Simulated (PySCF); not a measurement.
# CH₃Cl₂Si, doublet, SMILES `[SiH2]C(Cl)Cl`: electronic structure

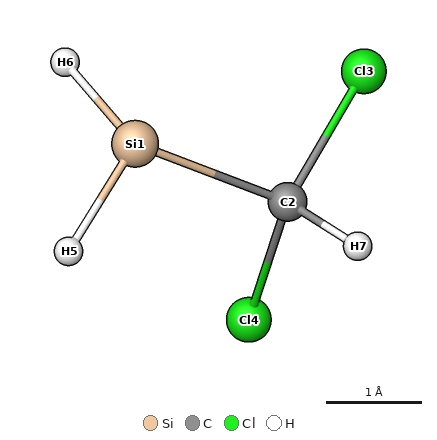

The molecule, with its atoms numbered as below. No frequency check shows the geometry to be a minimum.

Coordinates in Å:

```
Si1      1.7283    0.4849    0.0302
C2      -0.0366    0.0046   -0.5369
Cl3     -1.1952    1.2037    0.0783
Cl4     -0.4617   -1.6187    0.1205
H5       2.6725   -0.5328   -0.4066
H6       1.7114    0.8357    1.4389
H7      -0.1923   -0.0641   -1.6122
```

### 1. Bonding charge

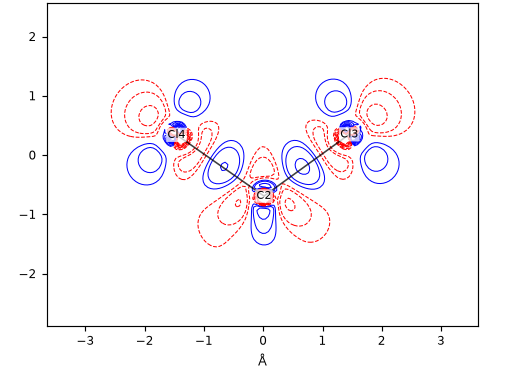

Deformation density (molecule less spherical, spin-averaged free atoms) in the plane of C2, Cl3 and Cl4; contours at ±0.05 to ±0.8 e/Å³; solid blue lines: gain, dashed red lines: loss.

Level of theory: CAM-B3LYP/def2-TZVP (PySCF), at a geometry from GFN2-xTB. The stability of the open-shell solution wasn't checked. GFN2-xTB doesn't know the spin state, so this open-shell geometry is rough.

Q: Describe the bonding that the map shows.

A: C2–Cl3: +0.22 e/Å³ at the bond critical point (bond length 1.78 Å, Mayer order 1.1). C2–Cl4: +0.20 e/Å³ at the bond critical point (bond length 1.80 Å, Mayer order 1.1). In all, 1.8 electrons gather in the regions of gain relative to the promolecule.

Q: Where do the Hirshfeld charges lie?

A: The highest Hirshfeld charge is on Si1 (+0.25 e), the lowest on C2 (−0.08 e).

### 2. Local ionisation energy

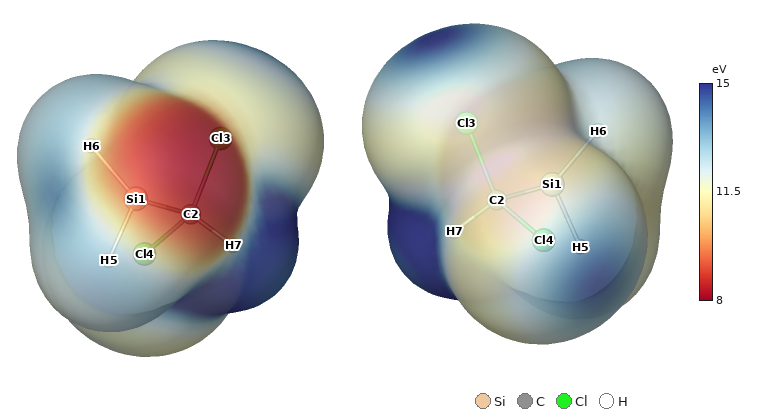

Average local ionisation energy on the surface of electron density 0.001 a.u. (back view left, front view right).

Q: Where are the most loosely bound electrons on this surface?

A: The lowest value is 8.1 eV, 2.4 Å from Si1. Further minima include 11.0 eV, near H6 (2.08 Å), H5 (2.08 Å) and Si1 (2.23 Å); 11.4 eV, 2.1 Å from Cl4; 11.6 eV, 2.1 Å from Cl3. For comparison, the highest occupied orbital lies at −7.6 eV.

Q: What volume does the surface enclose, and what is the dipole moment?

A: About 126 Å³; the dipole moment is 1.6 D.

### 3. Spin density

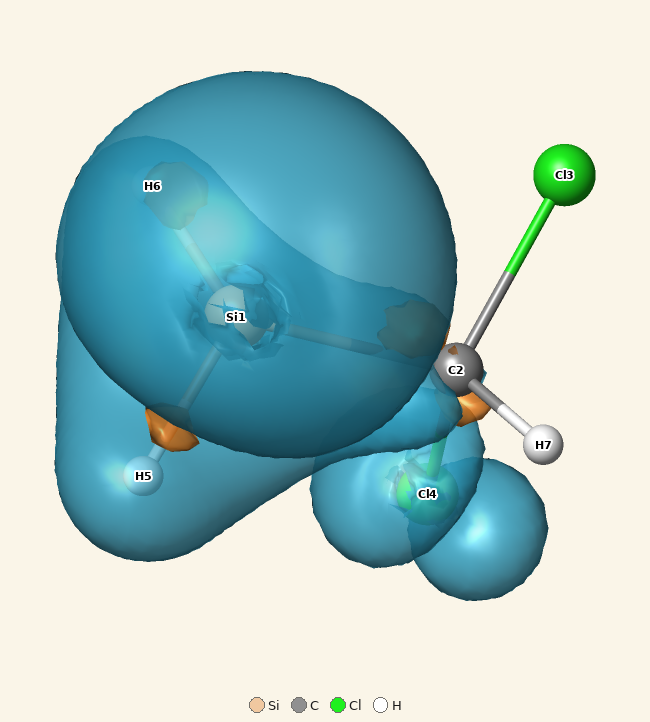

Spin density ρα − ρβ at ±0.01 e/Å³ (light blue: excess α, orange: excess β).

Q: Give the atomic spin populations that go with this picture.

A: Hirshfeld spin populations: Si1 +0.79, Cl4 +0.05, H5 +0.05 and H6 +0.05. ⟨S²⟩ = 0.75, as for a pure state.

### 4. In an electric field

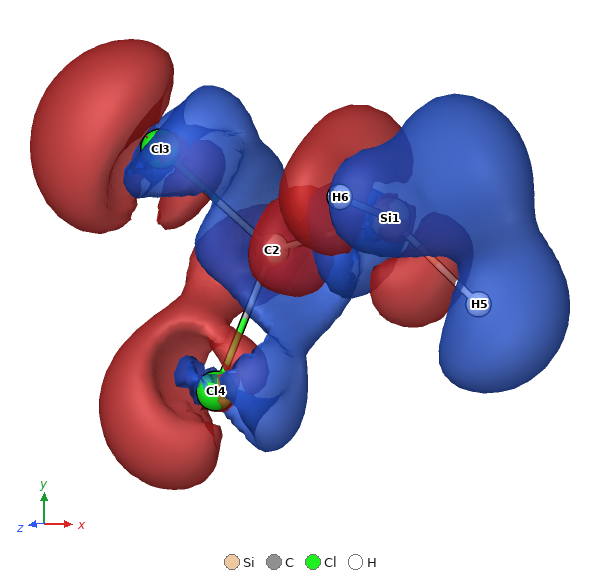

Change of the electron density in a uniform field of 0.10 V/Å, surfaces at ±0.0006 e/Å³ (blue: gain, red: loss).

Level of theory: PBE0/6-311G** (PySCF), at a geometry from GFN2-xTB. A basis without diffuse functions makes polarisabilities too small. The stability of the open-shell solution wasn't checked. GFN2-xTB doesn't know the spin state, so this open-shell geometry is rough.

Q: Along which Cartesian direction does the field point?

A: Along −x: electrons gather on the +x side, against the field.

Q: What dipole is induced, and what polarisability does it imply?

A: The induced dipole is 0.32 D (along the field); α along this axis, from the fields in both directions, is 63 bohr³ (9.3 Å³).

Q: Which atoms gain and lose the most charge?

A: Electrons gather most on Si1 (Hirshfeld charge changes by −0.007 e) and leave Cl3 most (+0.008 e); 0.026 electrons are displaced in all.

The PySCF runs shown took 40 s and 43 s on 1 thread of Arm Neoverse V2, on a shared host.
